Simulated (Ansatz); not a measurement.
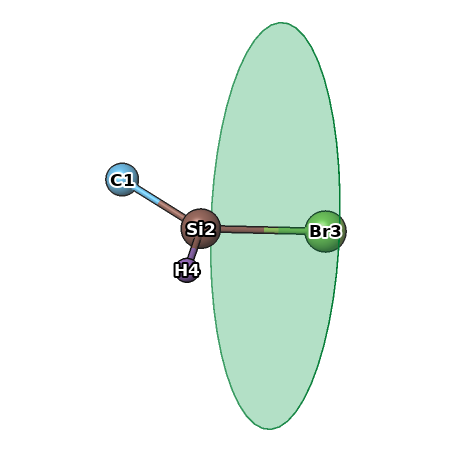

A disc through the centre of mass is drawn in. Distant atoms are faded towards the background colour. The computed structure is the end point of a PBE0-D4/def2-TZVP optimisation. No frequency run is at hand to confirm it as a minimum.

Q: Is the plane of the disc a mirror plane of the structure?

A: No. The point group is Cs, with 1 mirror plane, and this plane isn't one of its mirror planes.
